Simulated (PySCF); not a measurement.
# Geometry relaxation of InO (part 1 of 2)

- system: InO, multiplicity 2
- method: UHF/def2-svpd, optimize (PySCF 2.14.0)

Figures and captions count atoms from 1; the log counts them from 0 in places.

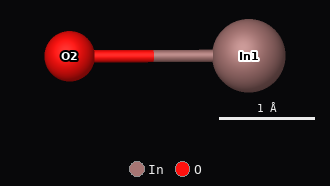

*The structure as given in the input (ball-and-stick view, seen on its broad side; atoms are numbered from 1 in the order of the input). Sticks mark near contacts.*

Bond lengths as drawn: In–O 1.89 Å.

Summary:

```json
{"quantity": "outcome", "value": "converged"}
{"quantity": "SCF energy at the first geometry", "value": "−263.968903 hartree"}
{"quantity": "⟨S²⟩", "value": "0.796"}
{"quantity": "hardware", "value": "1 CPU thread, shared host"}
{"quantity": "wall time", "value": "11 s"}
```

The input:
```python
from pyscf import gto, scf
from pyscf.geomopt.geometric_solver import optimize

mol = gto.M(
    atom='In 0 0 0; O 0 0 1.89',
    basis='def2-svpd',
    ecp={'In': 'def2-svpd'},
    charge=0,
    spin=1,
    verbose=4,
)
mf = scf.UHF(mol)
mf.diis_space = 20
mf.kernel()
mol_eq = optimize(mf, maxsteps=30)
print('optimised geometry (angstrom)')
print(mol_eq.tostring('raw'))
print('orbital energies (hartree):', [e[max(0, n-3):n+3].round(4) for e, n in zip(mf.mo_energy, mol.nelec)])
```

Launch command:
```bash
OMP_NUM_THREADS=1 python input.py
```

What the program printed:
```
PySCF version 2.14.0

[INPUT] verbose = 4
[INPUT] num. atoms = 2
[INPUT] num. electrons = 29
[INPUT] charge = 0
[INPUT] spin (= nelec alpha-beta = 2S) = 1
[INPUT] symmetry False subgroup None
[INPUT] Mole.unit = angstrom
[INPUT] Symbol           X                Y                Z      unit          X                Y                Z       unit  Magmom
[INPUT]  1 In     0.000000000000   0.000000000000   0.000000000000 AA    0.000000000000   0.000000000000   0.000000000000 Bohr   0.0
[INPUT]  2 O      0.000000000000   0.000000000000   1.890000000000 AA    0.000000000000   0.000000000000   3.571582375428 Bohr   0.0

nuclear repulsion = 47.037974304
number of shells = 21
number of NR pGTOs = 100
number of NR cGTOs = 55
basis = def2-svpd
ecp = {'In': 'def2-svpd'}

******** <class 'pyscf.scf.uhf.UHF'> ********
method = UHF
initial guess = minao
damping factor = 0
level_shift factor = 0
DIIS = <class 'pyscf.scf.diis.CDIIS'>
diis_start_cycle = 1
diis_space = 20
diis_damp = 0
SCF conv_tol = 1e-09
SCF conv_tol_grad = None
SCF max_cycles = 50
direct_scf = True
direct_scf_tol = 1e-13
number electrons alpha = 15  beta = 14
Set gradient conv threshold to 3.16228e-05
init E= -242.176523241096
  alpha nocc = 15  HOMO = -0.76009604338957  LUMO = -0.430527954343033
  beta  nocc = 14  HOMO = -0.815815607559876  LUMO = -0.76009604338957

WARN: HOMO -0.76009604338957 >= LUMO -0.76009604338957

cycle= 1 E= -263.661700709182  delta_E= -21.5  |g|= 0.824  |ddm|= 8.44
  alpha nocc = 15  HOMO = -0.264569516975853  LUMO = 0.0587999684071652
  beta  nocc = 14  HOMO = -0.24454993836155  LUMO = 0.0207738652714262
  HOMO = -0.244549938362  LUMO = 0.0207738652714  gap/eV = 7.21983
cycle= 2 E= -263.909192270806  delta_E= -0.247  |g|= 0.374  |ddm|= 2.23
  alpha nocc = 15  HOMO = -0.360331404300144  LUMO = 0.0411692385778421
  beta  nocc = 14  HOMO = -0.371574264854193  LUMO = -0.0208709099895223
  HOMO = -0.3603314043  LUMO = -0.0208709099895  gap/eV = 9.23719
cycle= 3 E= -263.954113079519  delta_E= -0.0449  |g|= 0.13  |ddm|= 0.34
  alpha nocc = 15  HOMO = -0.368850859445889  LUMO = 0.0367477992882939
  beta  nocc = 14  HOMO = -0.371772476101984  LUMO = 0.00413224265538759
  HOMO = -0.368850859446  LUMO = 0.00413224265539  gap/eV = 10.14939
cycle= 4 E= -263.963789480806  delta_E= -0.00968  |g|= 0.0466  |ddm|= 0.156
  alpha nocc = 15  HOMO = -0.367620526720373  LUMO = 0.0365698723731328
  beta  nocc = 14  HOMO = -0.375078577326043  LUMO = 0.0107714095821656
  HOMO = -0.36762052672  LUMO = 0.0107714095822  gap/eV = 10.29657
cycle= 5 E= -263.966608338952  delta_E= -0.00282  |g|= 0.0218  |ddm|= 0.0842
  alpha nocc = 15  HOMO = -0.362682487657768  LUMO = 0.0351656029405586
  beta  nocc = 14  HOMO = -0.378938714765816  LUMO = 0.0223126012959001
  HOMO = -0.362682487658  LUMO = 0.0223126012959  gap/eV = 10.47625
cycle= 6 E= -263.968489112562  delta_E= -0.00188  |g|= 0.00904  |ddm|= 0.112
  alpha nocc = 15  HOMO = -0.359625891537977  LUMO = 0.0356487460567546
  beta  nocc = 14  HOMO = -0.375508104158204  LUMO = 0.0234536475671666
  HOMO = -0.359625891538  LUMO = 0.0234536475672  gap/eV = 10.42413
cycle= 7 E= -263.968817287111  delta_E= -0.000328  |g|= 0.00492  |ddm|= 0.045
  alpha nocc = 15  HOMO = -0.357360947092683  LUMO = 0.0355323913762445
  beta  nocc = 14  HOMO = -0.377259811119615  LUMO = 0.0255839089602638
  HOMO = -0.357360947093  LUMO = 0.0255839089603  gap/eV = 10.42046
cycle= 8 E= -263.968899485988  delta_E= -8.22e-05  |g|= 0.00103  |ddm|= 0.0312
  alpha nocc = 15  HOMO = -0.357428293040115  LUMO = 0.0356163104936998
  beta  nocc = 14  HOMO = -0.376607054778329  LUMO = 0.0248695720819408
  HOMO = -0.35742829304  LUMO = 0.0248695720819  gap/eV = 10.40285
cycle= 9 E= -263.968902129035  delta_E= -2.64e-06  |g|= 0.000358  |ddm|= 0.00542
  alpha nocc = 15  HOMO = -0.357279927872547  LUMO = 0.0356135582907464
  beta  nocc = 14  HOMO = -0.376797967355913  LUMO = 0.0251012281524805
  HOMO = -0.357279927873  LUMO = 0.0251012281525  gap/eV = 10.40512
cycle= 10 E= -263.968902624513  delta_E= -4.95e-07  |g|= 0.000127  |ddm|= 0.00218
  alpha nocc = 15  HOMO = -0.357284229267346  LUMO = 0.0356225558697829
  beta  nocc = 14  HOMO = -0.376740904723825  LUMO = 0.0250309008495897
  HOMO = -0.357284229267  LUMO = 0.0250309008496  gap/eV = 10.40332
cycle= 11 E= -263.968902672979  delta_E= -4.85e-08  |g|= 8.17e-05  |ddm|= 0.000665
  alpha nocc = 15  HOMO = -0.357253482116651  LUMO = 0.0356183259728527
  beta  nocc = 14  HOMO = -0.376780958665762  LUMO = 0.0250828241813851
  HOMO = -0.357253482117  LUMO = 0.0250828241814  gap/eV = 10.40390
cycle= 12 E= -263.968902693415  delta_E= -2.04e-08  |g|= 2.64e-05  |ddm|= 0.000421
  alpha nocc = 15  HOMO = -0.357246695847067  LUMO = 0.0356168107141217
  beta  nocc = 14  HOMO = -0.376780014357649  LUMO = 0.0250883621781916
  HOMO = -0.357246695847  LUMO = 0.0250883621782  gap/eV = 10.40387
cycle= 13 E= -263.968902696236  delta_E= -2.82e-09  |g|= 7.99e-06  |ddm|= 0.000135
  alpha nocc = 15  HOMO = -0.357243482230341  LUMO = 0.0356171399296023
  beta  nocc = 14  HOMO = -0.37677898439113  LUMO = 0.0250908127342714
  HOMO = -0.35724348223  LUMO = 0.0250908127343  gap/eV = 10.40385
cycle= 14 E= -263.96890269648  delta_E= -2.43e-10  |g|= 1.8e-06  |ddm|= 4.23e-05
  alpha nocc = 15  HOMO = -0.357243489819506  LUMO = 0.035617207740565
  beta  nocc = 14  HOMO = -0.376778946898554  LUMO = 0.0250909686477104
  HOMO = -0.35724348982  LUMO = 0.0250909686477  gap/eV = 10.40385
Extra cycle  E= -263.968902696485  delta_E= -5.46e-12  |g|= 1.07e-06  |ddm|= 3.6e-06
converged SCF energy = -263.968902696485  <S^2> = 0.79635574  2S+1 = 2.0458306
Create scanner for <class 'pyscf.grad.uhf.Gradients'>
Create scanner for <class 'pyscf.scf.uhf.UHF'>
input.py

Current date and time:

#|     Arguments passed to driver run_optimizer():      |#
customengine              <pyscf.geomopt.geometric_solver.PySCFEngine object>
logIni                    [file]
maxiter                   30
----------------------------------------------------------
Custom engine selected.
Bonds will be generated from interatomic distances less than 1.20 times sum of covalent radii
6 internal coordinates being used (instead of 6 Cartesians)
Internal coordinate system (atoms numbered from 1):
Distance 1-2
Translation-X 1-2
Translation-Y 1-2
Translation-Z 1-2
Rotation-A 1-2
Rotation-B 1-2
Rotation-C 1-2
<class 'geometric.internal.Distance'> : 1
<class 'geometric.internal.TranslationX'> : 1
<class 'geometric.internal.TranslationY'> : 1
<class 'geometric.internal.TranslationZ'> : 1
<class 'geometric.internal.RotationA'> : 1
<class 'geometric.internal.RotationB'> : 1
<class 'geometric.internal.RotationC'> : 1
> ===== Optimization Info: ====
> Job type: Energy minimization
> Maximum number of optimization cycles: 30
> Initial / maximum trust radius (Angstrom): 0.100 / 0.300
> Convergence Criteria:
> Will converge when all 5 criteria are reached:
>  |Delta-E| < 1.00e-06
>  RMS-Grad  < 3.00e-04
>  Max-Grad  < 4.50e-04
>  RMS-Disp  < 1.20e-03
>  Max-Disp  < 1.80e-03
> === End Optimization Info ===

Geometry optimization cycle 1
Cartesian coordinates (Angstrom)
 Atom        New coordinates             dX        dY        dZ
  In   0.000000   0.000000   0.000000    0.000000  0.000000  0.000000
   O   0.000000   0.000000   1.890000    0.000000  0.000000  0.000000

WARN: Mole.unit (angstrom) is changed to Bohr

New geometry
   1 In     0.000000000000   0.000000000000   0.000000000000 AA    0.000000000000   0.000000000000   0.000000000000 Bohr
   2 O      0.000000000000   0.000000000000   1.890000000000 AA    0.000000000000   0.000000000000   3.571582375428 Bohr

******** <class 'pyscf.scf.hf.UHF_Scanner'> ********
method = UHF_Scanner
initial guess = minao
damping factor = 0
level_shift factor = 0
DIIS = <class 'pyscf.scf.diis.CDIIS'>
diis_start_cycle = 1
diis_space = 20
diis_damp = 0
SCF conv_tol = 1e-09
SCF conv_tol_grad = None
SCF max_cycles = 50
direct_scf = True
direct_scf_tol = 1e-13
number electrons alpha = 15  beta = 14
Set gradient conv threshold to 3.16228e-05
init E= -263.968902696485
  alpha nocc = 15  HOMO = -0.357243461903241  LUMO = 0.0356172477035222
  beta  nocc = 14  HOMO = -0.376778913006678  LUMO = 0.0250908953673363
  HOMO = -0.357243461903  LUMO = 0.0250908953673  gap/eV = 10.40385
cycle= 1 E= -263.968902696486  delta_E= -1.31e-12  |g|= 7.99e-07  |ddm|= 1.79e-06
  alpha nocc = 15  HOMO = -0.357243453365228  LUMO = 0.0356172632705524
  beta  nocc = 14  HOMO = -0.376778862648671  LUMO = 0.0250909665787284
  HOMO = -0.357243453365  LUMO = 0.0250909665787  gap/eV = 10.40385
Extra cycle  E= -263.968902696488  delta_E= -1.19e-12  |g|= 5.62e-07  |ddm|= 1.15e-06
converged SCF energy = -263.968902696488  <S^2> = 0.79635518  2S+1 = 2.0458301

******** <class 'pyscf.grad.rhf.Gradients_Scanner'> for <class 'pyscf.scf.hf.UHF_Scanner'> ********
unit = Eh/Bohr
--------------- UHF_Scanner gradients ---------------
         x                y                z
0 In     0.0000000000    -0.0000000000     0.0595423487
1 O    -0.0000000000     0.0000000000    -0.0595423487
----------------------------------------------
cycle 1: E = -263.968902696  dE = -263.969  norm(grad) = 0.0842056
Step    0 : Gradient = 5.954e-02/5.954e-02 (rms/max) Energy = -263.9689026965
Hessian Eigenvalues: 5.00000e-02 5.00000e-02 5.00000e-02 ... 5.00000e-02 5.00000e-02 2.01397e-01

Geometry optimization cycle 2
Cartesian coordinates (Angstrom)
 Atom        New coordinates             dX        dY        dZ
  In  -0.000000   0.000000  -0.078225   -0.000000  0.000000 -0.078225
   O   0.000000  -0.000000   1.968225    0.000000 -0.000000  0.078225
New geometry
   1 In    -0.000000000000   0.000000000000  -0.078224742035 AA   -0.000000000000   0.000000000000  -0.147823338610 Bohr
   2 O      0.000000000000  -0.000000000000   1.968224742034 AA    0.000000000000  -0.000000000000   3.719405714037 Bohr
```
